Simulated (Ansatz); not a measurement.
**Run report: O, molecular dynamics (part 4 of 5)**

Continued. System: O (disordered cell, 12 atoms in the cell). Method: DFT PBE-D3(BJ), scalar-relativistic, plane waves, PAW, spin-polarised (Ansatz 0.2.0); cutoff 420 eV, 1×1×1 k-mesh, Fermi–Dirac smearing of 0.02 eV, collinear spins. It belongs to a series of runs on one base structure; here: dynamics from the last frame of the run before.

Geometry of the input (Å; fractional positions):
```
6.0876  0.0000  0.0000
0.0000  6.0876  0.0000
0.0000  0.0000  6.0876
O  0.2318  0.3241  0.2640
O  0.3359  0.1937  0.1484
O  0.7546  0.3128  0.1914
O  0.6828  0.4930  0.1362
O  0.8531  0.2156  0.7467
O  1.0170  0.2067  0.6347
O  0.5665  0.8250  0.6843
O  0.5549  0.9654  0.5448
O  0.2565  0.6390  0.9495
O  0.1551  0.6296  0.7767
O  0.9827  0.7639  0.3950
O  0.9813  0.8724  0.2281
```

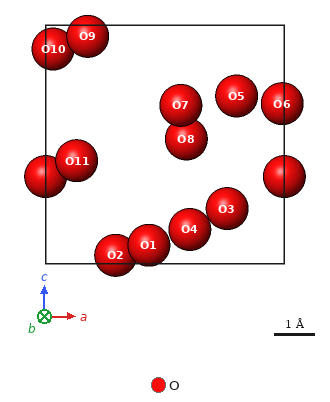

The geometry at step 251 of the log (spheres-only view of the cell of the calculation, along the b axis; bonded neighbours outside the cell are drawn too; atoms are numbered from 1 in the order of the input).

Trajectory as extended XYZ, continued
```
12
Lattice="6.0876 0.0000 0.0000 0.0000 6.0876 0.0000 0.0000 0.0000 6.0876" Properties=species:S:1:pos:R:3:forces:R:3 step=183 time_fs=183.0 energy=-6779.78899 temperature=340.7
O     2.3419    0.6831    0.8591    1.0451  -0.3318   1.1756
O     1.5505    0.9044   -0.0085   -1.0083   0.3852  -1.1227
O     4.6509    2.4633    1.2596   -0.0252   0.0300   0.0557
O     3.8028    3.1421    0.7103    0.0815   0.0235   0.0975
O     5.1785    1.6614    4.6041    0.4024  -0.0455  -0.4900
O     6.1117    1.6706    3.8094   -0.4585   0.0441   0.3556
O     3.8792    4.9129    3.9329   -0.5949   0.2470  -0.1416
O     3.0531    5.5798    3.3195    0.5063  -0.2678   0.3909
O     1.4576    4.1420    5.6934    0.1198  -0.1090  -0.0669
O     0.2570    4.3165    5.6519   -0.1485   0.0091  -0.1060
O     6.7077    4.4415    2.5809   -0.1716   0.0703  -0.0175
O     5.8879    5.2936    2.2850    0.2518  -0.0549  -0.1308
12
Lattice="6.0876 0.0000 0.0000 0.0000 6.0876 0.0000 0.0000 0.0000 6.0876" Properties=species:S:1:pos:R:3:forces:R:3 step=190 time_fs=190.0 energy=-6779.76143 temperature=312.1
O     2.4013    0.6356    0.8491   -1.6126   0.5423  -1.6169
O     1.5460    0.9445   -0.0146    1.6445  -0.5344   1.6471
O     4.6399    2.4938    1.2646    1.1071  -0.8202   0.7689
O     3.7870    3.1327    0.7216   -1.0362   0.8733  -0.6187
O     5.1416    1.6669    4.5770    0.0007  -0.0445  -0.1218
O     6.1151    1.7161    3.8470   -0.0654   0.0193  -0.0230
O     3.8534    4.9028    3.9467   -0.4785   0.2249  -0.1474
O     3.1057    5.6078    3.2806    0.3862  -0.2552   0.3955
O     1.4243    4.0801    5.7130    0.7370  -0.2047  -0.0359
O     0.2454    4.3214    5.6450   -0.7664   0.1538  -0.1457
O     6.7257    4.4322    2.5814   -0.3180   0.2479  -0.0647
O     5.8936    5.2774    2.2861    0.4018  -0.2026  -0.0372
12
Lattice="6.0876 0.0000 0.0000 0.0000 6.0876 0.0000 0.0000 0.0000 6.0876" Properties=species:S:1:pos:R:3:forces:R:3 step=197 time_fs=197.0 energy=-6779.81694 temperature=344.4
O     2.4242    0.6006    0.8036    0.0786  -0.0842   0.0755
O     1.5783    0.9723    0.0157   -0.0672   0.0536  -0.0676
O     4.6513    2.5072    1.2857   -0.9774   0.6923  -0.5584
O     3.7511    3.1418    0.7210    1.0675  -0.6486   0.7085
O     5.1052    1.6709    4.5464   -0.3099  -0.0701   0.1200
O     6.1164    1.7618    3.8839    0.2541   0.0163  -0.2529
O     3.8156    4.8972    3.9582    0.2446  -0.4903   0.5132
O     3.1672    5.6302    3.2515   -0.3396   0.4590  -0.2993
O     1.4057    4.0146    5.7308   -1.0428   0.2512  -0.1669
O     0.2186    4.3289    5.6344    1.0037  -0.2542  -0.0207
O     6.7364    4.4280    2.5809    0.3322  -0.3719   0.1714
O     5.9086    5.2578    2.2852   -0.2437   0.4468  -0.2229
12
Lattice="6.0876 0.0000 0.0000 0.0000 6.0876 0.0000 0.0000 0.0000 6.0876" Properties=species:S:1:pos:R:3:forces:R:3 step=203 time_fs=203.0 energy=-6779.81126 temperature=337.0
O     2.4435    0.5690    0.7641    1.6831  -0.9121   1.4401
O     1.6062    0.9972    0.0426   -1.6858   0.8529  -1.4515
O     4.6449    2.5299    1.2948   -0.5448   0.3665  -0.2911
O     3.7388    3.1392    0.7328    0.6362  -0.3268   0.4339
O     5.0690    1.6728    4.5219    0.3805   0.0096  -0.2776
O     6.1216    1.8008    3.9106   -0.4308  -0.0837   0.1554
O     3.7863    4.8843    3.9769   -0.2499   0.1436  -0.1162
O     3.2146    5.6567    3.2230    0.1487  -0.1755   0.3048
O     1.3717    3.9632    5.7425   -0.3651   0.1128  -0.1104
O     0.2131    4.3308    5.6245    0.3320  -0.0800  -0.0688
O     6.7509    4.4181    2.5836    0.0491  -0.0529   0.0668
O     5.9182    5.2491    2.2801    0.0469   0.1455  -0.0854
12
Lattice="6.0876 0.0000 0.0000 0.0000 6.0876 0.0000 0.0000 0.0000 6.0876" Properties=species:S:1:pos:R:3:forces:R:3 step=210 time_fs=210.0 energy=-6779.79205 temperature=320.7
O     2.4966    0.5156    0.7447   -1.3500   0.7495  -1.0925
O     1.6079    1.0411    0.0470    1.3454  -0.8478   1.0663
O     4.6293    2.5621    1.3015    1.3612  -0.8706   0.8691
O     3.7351    3.1315    0.7543   -1.2725   0.9111  -0.7404
O     5.0358    1.6753    4.4870    0.2479   0.0134  -0.1552
O     6.1172    1.8439    3.9447   -0.3048  -0.1033   0.0352
O     3.7457    4.8735    3.9951   -0.4014   0.5183  -0.5012
O     3.2732    5.6823    3.1985    0.2886  -0.5556   0.6713
O     1.3263    3.9051    5.7537    0.9190  -0.3256   0.0615
O     0.2119    4.3326    5.6105   -0.9428   0.4035  -0.2252
O     6.7680    4.4063    2.5882   -0.3463   0.3840  -0.0906
O     5.9316    5.2419    2.2722    0.4553  -0.2765   0.1014
12
Lattice="6.0876 0.0000 0.0000 0.0000 6.0876 0.0000 0.0000 0.0000 6.0876" Properties=species:S:1:pos:R:3:forces:R:3 step=217 time_fs=217.0 energy=-6779.82949 temperature=344.8
O     2.5205    0.4788    0.7021   -0.7245   0.4291  -0.5512
O     1.6386    1.0656    0.0739    0.7120  -0.5692   0.5224
O     4.6411    2.5766    1.3260   -0.6290   0.3704  -0.3540
O     3.7068    3.1426    0.7617    0.7256  -0.3334   0.4739
O     5.0084    1.6778    4.4483   -0.4030  -0.0908   0.1754
O     6.1056    1.8842    3.9791    0.3500  -0.0204  -0.2819
O     3.6954    4.8741    4.0023    0.1219  -0.4173   0.4084
O     3.3382    5.6954    3.1900   -0.2543   0.3765  -0.2790
O     1.2989    3.8412    5.7654   -0.7232   0.3887  -0.1576
O     0.1920    4.3425    5.5912    0.6970  -0.2559   0.0094
O     6.7779    4.4028    2.5912    0.2892  -0.2141   0.1456
O     5.9554    5.2297    2.2662   -0.1615   0.3362  -0.1114
12
Lattice="6.0876 0.0000 0.0000 0.0000 6.0876 0.0000 0.0000 0.0000 6.0876" Properties=species:S:1:pos:R:3:forces:R:3 step=224 time_fs=224.0 energy=-6779.78966 temperature=316.4
O     2.5301    0.4489    0.6477    1.8273  -1.4067   1.1234
O     1.6830    1.0790    0.1118   -1.8481   1.2364  -1.1529
O     4.6404    2.5981    1.3438   -0.7335   0.4110  -0.4205
O     3.6938    3.1477    0.7793    0.8231  -0.3751   0.5256
O     4.9734    1.6784    4.4130    0.3234   0.0721  -0.0830
O     6.1001    1.9230    4.0069   -0.3702  -0.2039  -0.0108
O     3.6465    4.8668    4.0172   -0.0513   0.0668  -0.0779
O     3.3978    5.7152    3.1777   -0.1097  -0.1171   0.1713
O     1.2560    3.7866    5.7732   -0.4707   0.3491  -0.1091
O     0.1870    4.3472    5.5715    0.4586  -0.1625  -0.0052
O     6.7941    4.3952    2.5977    0.1768  -0.0669   0.0888
O     5.9766    5.2251    2.2578   -0.0257   0.1970  -0.0498
12
Lattice="6.0876 0.0000 0.0000 0.0000 6.0876 0.0000 0.0000 0.0000 6.0876" Properties=species:S:1:pos:R:3:forces:R:3 step=231 time_fs=231.0 energy=-6779.76480 temperature=299.1
O     2.5750    0.3917    0.6147   -1.1074   0.8664  -0.6493
O     1.6915    1.1148    0.1274    1.0904  -1.0721   0.6245
O     4.6251    2.6278    1.3532    1.3903  -0.7964   0.8264
O     3.6981    3.1457    0.8083   -1.3137   0.8360  -0.7403
O     4.9457    1.6807    4.3762    0.3074   0.0986  -0.0331
O     6.0859    1.9561    4.0334   -0.3591  -0.2449  -0.0629
O     3.5967    4.8615    4.0298   -0.1137   0.6188  -0.6278
O     3.4535    5.7314    3.1704   -0.0751  -0.6884   0.7010
O     1.2027    3.7402    5.7787    0.8739  -0.3626   0.2055
O     0.1921    4.3493    5.5507   -0.8659   0.6141  -0.2759
O     6.8144    4.3866    2.6063   -0.2875   0.4371  -0.1305
O     5.9980    5.2254    2.2483    0.4601  -0.3063   0.1622
12
Lattice="6.0876 0.0000 0.0000 0.0000 6.0876 0.0000 0.0000 0.0000 6.0876" Properties=species:S:1:pos:R:3:forces:R:3 step=237 time_fs=237.0 energy=-6779.77081 temperature=304.2
O     2.5964    0.3560    0.5767   -1.2910   1.0979  -0.6562
O     1.7154    1.1272    0.1499    1.2739  -1.3284   0.6419
O     4.6350    2.6400    1.3752   -0.1058   0.0335  -0.0587
O     3.6805    3.1582    0.8214    0.1797   0.0091   0.1321
O     4.9281    1.6847    4.3441   -0.4368  -0.0715   0.1940
O     6.0663    1.9791    4.0546    0.3844  -0.0896  -0.2889
O     3.5516    4.8687    4.0286    0.0234  -0.2449   0.2181
O     3.4993    5.7320    3.1779   -0.2336   0.1556  -0.1721
O     1.1715    3.6954    5.7868   -0.2644   0.3943  -0.0445
O     0.1821    4.3619    5.5278    0.2825  -0.0880   0.0107
O     6.8273    4.3874    2.6115    0.1891  -0.0373   0.0678
O     6.0252    5.2205    2.2430   -0.0016   0.1693  -0.0442
12
Lattice="6.0876 0.0000 0.0000 0.0000 6.0876 0.0000 0.0000 0.0000 6.0876" Properties=species:S:1:pos:R:3:forces:R:3 step=244 time_fs=244.0 energy=-6779.71908 temperature=271.2
O     2.5970    0.3346    0.5189    1.7233  -1.6320   0.6707
O     1.7676    1.1152    0.1892   -1.7481   1.4037  -0.6742
O     4.6431    2.6554    1.3989   -1.1140   0.5630  -0.6407
O     3.6655    3.1729    0.8407    1.1779  -0.5173   0.6961
O     4.8986    1.6883    4.3109    0.0526   0.0814   0.0969
O     6.0508    2.0028    4.0722   -0.1012  -0.2555  -0.1882
O     3.4990    4.8714    4.0322    0.0132  -0.2830   0.2456
O     3.5470    5.7359    3.1829   -0.2449   0.1620  -0.2312
O     1.1285    3.6537    5.7951   -0.6362   0.7497  -0.1498
O     0.1774    4.3743    5.5013    0.6773  -0.4021   0.1707
O     6.8474    4.3872    2.6195    0.3580  -0.2069   0.1360
O     6.0569    5.2195    2.2356   -0.1579   0.3369  -0.1318
12
Lattice="6.0876 0.0000 0.0000 0.0000 6.0876 0.0000 0.0000 0.0000 6.0876" Properties=species:S:1:pos:R:3:forces:R:3 step=251 time_fs=251.0 energy=-6779.72545 temperature=280.1
O     2.6314    0.2804    0.4734   -0.3562   0.3642  -0.1111
O     1.7854    1.1289    0.2160    0.3308  -0.5866   0.1240
O     4.6275    2.6827    1.4091    1.1394  -0.6232   0.6299
O     3.6760    3.1773    0.8755   -1.0923   0.6728  -0.5952
O     4.8699    1.6942    4.2807    0.4010   0.2082   0.0591
O     6.0328    2.0191    4.0840   -0.4507  -0.3835  -0.1547
O     3.4469    4.8683    4.0405    0.1431   0.5934  -0.6255
O     3.5871    5.7420    3.1837   -0.3811  -0.7528   0.6183
O     1.0715    3.6298    5.8008    0.7562  -0.3061   0.3430
O     0.1876    4.3791    5.4780   -0.6898   0.6918  -0.2665
O     6.8760    4.3834    2.6305   -0.2429   0.4283  -0.1824
O     6.0865    5.2260    2.2253    0.4426  -0.3067   0.1613
12
Lattice="6.0876 0.0000 0.0000 0.0000 6.0876 0.0000 0.0000 0.0000 6.0876" Properties=species:S:1:pos:R:3:forces:R:3 step=258 time_fs=258.0 energy=-6779.70187 temperature=270.2
O     2.6608    0.2321    0.4267   -1.4060   1.5039  -0.2841
O     1.8082    1.1298    0.2442    1.3792  -1.7098   0.3178
O     4.6353    2.6971    1.4322    0.1089  -0.0907   0.0449
O     3.6644    3.1963    0.8988   -0.0738   0.1437  -0.0292
O     4.8492    1.7052    4.2524   -0.4827  -0.0184   0.2129
O     6.0049    2.0253    4.0909    0.4355  -0.1528  -0.3027
O     3.3979    4.8780    4.0351    0.0190  -0.2244   0.1607
O     3.6172    5.7306    3.1981   -0.2411   0.0305  -0.1923
O     1.0294    3.6021    5.8143   -0.0192   0.3958   0.0591
O     0.1843    4.3989    5.4488    0.0966   0.0066   0.0545
O     6.9006    4.3892    2.6376    0.1332   0.0119  -0.0003
O     6.1266    5.2266    2.2183    0.0505   0.1036  -0.0414
12
Lattice="6.0876 0.0000 0.0000 0.0000 6.0876 0.0000 0.0000 0.0000 6.0876" Properties=species:S:1:pos:R:3:forces:R:3 step=264 time_fs=264.0 energy=-6779.68342 temperature=265.4
O     2.6593    0.2187    0.3804    1.1061  -1.1611   0.1849
O     1.8543    1.0970    0.2752   -1.1399   1.0000  -0.1352
O     4.6470    2.7063    1.4548   -1.3059   0.6332  -0.7265
O     3.6504    3.2174    0.9171    1.3275  -0.5796   0.7232
O     4.8230    1.7153    4.2324   -0.2195   0.0727   0.1871
O     5.9877    2.0262    4.0902    0.1821  -0.2323  -0.2601
O     3.3559    4.8831    4.0322   -0.0967  -0.6012   0.5167
O     3.6374    5.7195    3.2081   -0.0982   0.3784  -0.5685
O     0.9945    3.5857    5.8281   -0.6003   0.9942  -0.2370
O     0.1816    4.4179    5.4240    0.6851  -0.6135   0.3760
O     6.9243    4.3953    2.6434    0.4225  -0.3291   0.1566
O     6.1635    5.2287    2.2116   -0.2625   0.4384  -0.2175
12
Lattice="6.0876 0.0000 0.0000 0.0000 6.0876 0.0000 0.0000 0.0000 6.0876" Properties=species:S:1:pos:R:3:forces:R:3 step=271 time_fs=271.0 energy=-6779.71451 temperature=298.6
O     2.6829    0.1762    0.3289    0.5060  -0.5065   0.0845
O     1.8828    1.0804    0.3099   -0.5443   0.4055  -0.0052
O     4.6331    2.7305    1.4660    0.6018  -0.3513   0.2921
O     3.6619    3.2307    0.9541   -0.5994   0.4020  -0.3167
O     4.7879    1.7298    4.2136    0.4841   0.2690   0.1178
O     5.9702    2.0203    4.0824   -0.5087  -0.4016  -0.1673
O     3.3051    4.8771    4.0387    0.3173   0.4004  -0.4983
O     3.6570    5.7122    3.2086   -0.4594  -0.6543   0.4260
O     0.9412    3.5888    5.8403    0.4951  -0.1755   0.3337
O     0.1926    4.4283    5.4027   -0.4084   0.5188  -0.1799
O     6.9613    4.3966    2.6530   -0.2085   0.3237  -0.2195
O     6.2028    5.2403    2.1993    0.3248  -0.2304   0.1329
12
Lattice="6.0876 0.0000 0.0000 0.0000 6.0876 0.0000 0.0000 0.0000 6.0876" Properties=species:S:1:pos:R:3:forces:R:3 step=278 time_fs=278.0 energy=-6779.67249 temperature=284.0
O     2.7196    0.1210    0.2800   -1.5869   1.9218   0.2339
O     1.8983    1.0721    0.3440    1.5486  -1.9623  -0.1162
O     4.6322    2.7471    1.4836    0.7403  -0.4321   0.3493
O     3.6605    3.2540    0.9852   -0.7552   0.4768  -0.3944
O     4.7621    1.7516    4.1984   -0.2960   0.0873   0.2121
O     5.9415    2.0034    4.0690    0.2848  -0.1945  -0.2274
O     3.2609    4.8785    4.0346    0.1946  -0.0225  -0.1077
O     3.6651    5.6895    3.2177   -0.2582  -0.2454   0.0176
O     0.8975    3.5907    5.8608    0.3063  -0.0203   0.2179
O     0.1955    4.4505    5.3773   -0.2340   0.3136  -0.0788
O     6.9952    4.4049    2.6575   -0.0951   0.1441  -0.1600
O     6.2504    5.2478    2.1893    0.1505  -0.0662   0.0535
12
Lattice="6.0876 0.0000 0.0000 0.0000 6.0876 0.0000 0.0000 0.0000 6.0876" Properties=species:S:1:pos:R:3:forces:R:3 step=285 time_fs=285.0 energy=-6779.68776 temperature=312.5
O     2.7214    0.1082    0.2357    0.7461  -0.7700   0.0074
O     1.9490    1.0183    0.3766   -0.7840   0.8045   0.1399
O     4.6472    2.7545    1.5091   -1.3718   0.6822  -0.7263
O     3.6427    3.2889    1.0085    1.3377  -0.6473   0.6549
O     4.7292    1.7773    4.1888   -0.2305   0.1020   0.2142
O     5.9179    1.9795    4.0487    0.2355  -0.1889  -0.1823
O     3.2206    4.8784    4.0282   -0.1419  -0.7233   0.5912
O     3.6664    5.6599    3.2265    0.1707   0.4574  -0.6841
O     0.8602    3.5942    5.8869   -0.4962   0.9568  -0.4372
O     0.1930    4.4805    5.3504    0.5516  -0.7360   0.5473
O     7.0283    4.4166    2.6582    0.3377  -0.4244   0.1231
O     6.3027    5.2548    2.1799   -0.3547   0.4868  -0.2482
12
Lattice="6.0876 0.0000 0.0000 0.0000 6.0876 0.0000 0.0000 0.0000 6.0876" Properties=species:S:1:pos:R:3:forces:R:3 step=292 time_fs=292.0 energy=-6779.70824 temperature=346.5
O     2.7402    0.0782    0.1900    0.8675  -0.9009  -0.0749
O     1.9832    0.9808    0.4147   -0.9011   1.0148   0.2627
O     4.6322    2.7770    1.5189    0.3391  -0.2404   0.1179
O     3.6538    3.3111    1.0467   -0.3904   0.2599  -0.2109
O     4.6907    1.8070    4.1850    0.6310   0.2036   0.1006
O     5.8984    1.9491    4.0226   -0.6127  -0.2686  -0.0282
O     3.1779    4.8618    4.0340    0.5111   0.2549  -0.4426
O     3.6698    5.6378    3.2205   -0.3739  -0.5127   0.3512
O     0.8117    3.6203    5.9045    0.3431  -0.2406   0.2305
O     0.2023    4.4956    5.3352   -0.3053   0.3936  -0.1592
O     7.0691    4.4198    2.6603   -0.2991   0.2247  -0.2990
O     6.3494    5.2727    2.1650    0.1910  -0.1887   0.1521
12
Lattice="6.0876 0.0000 0.0000 0.0000 6.0876 0.0000 0.0000 0.0000 6.0876" Properties=species:S:1:pos:R:3:forces:R:3 step=298 time_fs=298.0 energy=-6779.64417 temperature=320.6
O     2.7753    0.0329    0.1495   -1.4670   1.9168   0.7914
O     1.9941    0.9691    0.4530    1.4422  -1.7353  -0.5624
O     4.6232    2.7931    1.5284    1.2815  -0.7813   0.5503
O     3.6581    3.3349    1.0775   -1.3448   0.7831  -0.6605
O     4.6684    1.8377    4.1845    0.0724   0.1124   0.1711
O     5.8700    1.9161    3.9984   -0.0459  -0.1689  -0.0671
O     3.1504    4.8500    4.0319    0.5293   0.1587  -0.3741
O     3.6658    5.6093    3.2202   -0.2949  -0.4014   0.2832
O     0.7745    3.6410    5.9235    0.4727  -0.5116   0.3606
O     0.2058    4.5150    5.3200   -0.4518   0.6131  -0.3344
O     7.1000    4.4258    2.6563   -0.3691   0.2302  -0.3429
O     6.3933    5.2863    2.1542    0.1754  -0.2161   0.1850
12
Lattice="6.0876 0.0000 0.0000 0.0000 6.0876 0.0000 0.0000 0.0000 6.0876" Properties=species:S:1:pos:R:3:forces:R:3 step=305 time_fs=305.0 energy=-6779.66575 temperature=357.4
O     2.7846    0.0222    0.1200   -0.1165   0.3193   0.2951
O     2.0393    0.9165    0.4861    0.1082  -0.0709  -0.0543
O     4.6364    2.7973    1.5498   -1.2356   0.6542  -0.6172
O     3.6375    3.3787    1.1013    1.1585  -0.6759   0.4774
O     4.6429    1.8778    4.1889   -0.3163   0.0760   0.2392
O     5.8352    1.8717    3.9673    0.3510  -0.1375  -0.0937
O     3.1297    4.8368    4.0227   -0.0815  -0.7897   0.6606
O     3.6553    5.5674    3.2241    0.4148   0.5852  -0.7174
O     0.7394    3.6572    5.9524   -0.3750   0.7869  -0.6556
O     0.2008    4.5498    5.2964    0.3816  -0.7421   0.6234
O     7.1290    4.4366    2.6436    0.1682  -0.5368   0.0670
O     6.4487    5.2993    2.1448   -0.4578   0.5312  -0.2243
12
Lattice="6.0876 0.0000 0.0000 0.0000 6.0876 0.0000 0.0000 0.0000 6.0876" Properties=species:S:1:pos:R:3:forces:R:3 step=312 time_fs=312.0 energy=-6779.63159 temperature=355.1
O     2.7940    0.0169    0.0955    1.6041  -1.7257  -0.7203
O     2.0861    0.8638    0.5215   -1.5892   2.0349   0.9579
O     4.6230    2.8156    1.5579   -0.3706   0.1484  -0.2246
O     3.6411    3.4093    1.1357    0.2852  -0.1987   0.0585
O     4.6113    1.9213    4.1997    0.6842  -0.0127   0.0170
O     5.8056    1.8219    3.9333   -0.6420  -0.0519   0.1553
O     3.1098    4.8051    4.0270    0.5440   0.0116  -0.2014
O     3.6528    5.5361    3.2127   -0.1264  -0.1740   0.1927
O     0.6959    3.6913    5.9671    0.0935  -0.0321  -0.1261
O     0.2032    4.5697    5.2863   -0.0958   0.0349   0.0381
O     7.1607    4.4357    2.6302   -0.3278  -0.0008  -0.2702
O     6.4954    5.3246    2.1307   -0.0592  -0.0335   0.1228
```
